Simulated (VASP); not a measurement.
Band structure of N2 (space group P6_3/mmc). Computed with LDA (Ceperley-Alder, Perdew-Zunger), VASP's LDA PAW potentials (set 64) (plane waves; VASP 6.6.1).

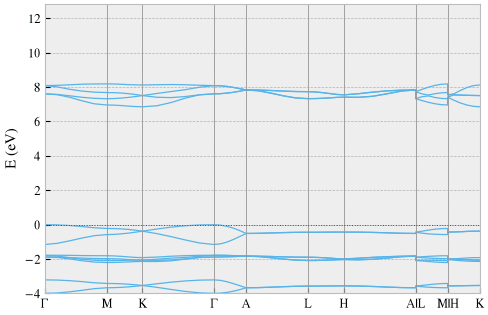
Bands along high-symmetry lines, zero at the valence-band maximum or, without a gap, the Fermi level

Question: Read the plot: is there a gap, and where are the band edges?

Answer: The gap is indirect, 6.86 eV, from the valence maximum at Γ to the conduction minimum at K.

The structure comes from a computed database's N2 entry (P6_3/mmc); how it stands against other phases isn't given here. The cell was not relaxed at this level.
